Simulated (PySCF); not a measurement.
Scan of HF₂ (anion, charge -1), singlet: collinear F-H-F surface. Scanned: F-H distance and H-F distance.

Cartesian coordinates as functions of the variables (Å; names that start with a are angles):
```
F  0  0  -r1
H  0  0  0
F  0  0  r2
```

Calculation: PySCF with MP2 on RHF/aug-cc-pVDZ, 2 core orbitals frozen.

Energy in kcal/mol above the lowest grid point; x is the F-H distance (Å), y the H-F distance (Å).

| y \ x | 0.81 | 0.87 | 0.95 | 1.03 | 1.11 | 1.21 | 1.31 | 1.42 | 1.57 | 1.76 | 1.99 | 2.33 | 2.75 |
|---|---|---|---|---|---|---|---|---|---|---|---|---|---|
| 2.75 | 41.2 | 30.7 | 27.7 | 32.0 | 40.2 | 53.0 | 66.8 | 81.8 | 100.8 | 121.3 | 140.9 | 160.5 | 174.6 |
| 2.33 | 36.3 | 25.4 | 21.8 | 25.5 | 33.1 | 45.0 | 58.0 | 72.0 | 89.7 | 108.7 | 126.7 | 145.5 | 160.5 |
| 1.99 | 31.4 | 19.9 | 15.4 | 18.1 | 24.6 | 35.3 | 46.9 | 59.5 | 75.4 | 92.6 | 109.1 | 126.7 | 140.9 |
| 1.76 | 28.2 | 15.9 | 10.2 | 11.8 | 17.1 | 26.3 | 36.5 | 47.8 | 62.1 | 77.6 | 92.6 | 108.7 | 121.3 |
| 1.57 | 26.9 | 13.4 | 6.2 | 6.2 | 10.0 | 17.5 | 26.1 | 35.8 | 48.3 | 62.1 | 75.4 | 89.7 | 100.8 |
| 1.42 | 28.6 | 13.6 | 4.4 | 2.5 | 4.6 | 10.1 | 17.0 | 25.1 | 35.8 | 47.8 | 59.5 | 72.0 | 81.8 |
| 1.31 | 32.9 | 16.2 | 4.9 | 1.0 | 1.4 | 5.0 | 10.4 | 17.0 | 26.1 | 36.5 | 46.9 | 58.0 | 66.8 |
| 1.21 | 40.7 | 21.7 | 7.8 | 1.6 | 0.0 | 1.5 | 5.0 | 10.1 | 17.5 | 26.3 | 35.3 | 45.0 | 53.0 |
| 1.11 | 54.3 | 32.2 | 14.6 | 5.4 | 1.2 | 0.0 | 1.4 | 4.6 | 10.0 | 17.1 | 24.6 | 33.1 | 40.2 |
| 1.03 | 71.6 | 46.1 | 24.6 | 12.2 | 5.4 | 1.6 | 1.0 | 2.5 | 6.2 | 11.8 | 18.1 | 25.5 | 32.0 |
| 0.95 | 97.6 | 67.5 | 41.0 | 24.6 | 14.6 | 7.8 | 4.9 | 4.4 | 6.2 | 10.2 | 15.4 | 21.8 | 27.7 |
| 0.87 | 136.6 | 100.5 | 67.5 | 46.1 | 32.2 | 21.7 | 16.2 | 13.6 | 13.4 | 15.9 | 19.9 | 25.4 | 30.7 |
| 0.81 | 178.5 | 136.6 | 97.6 | 71.6 | 54.3 | 40.7 | 32.9 | 28.6 | 26.9 | 28.2 | 31.4 | 36.3 | 41.2 |

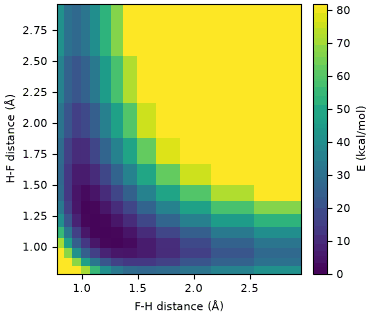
Energy surface, cut off at 82 kcal/mol.

Points that lie below all their neighbours on the grid: x = 1.11, y = 1.21 (0.0 kcal/mol).
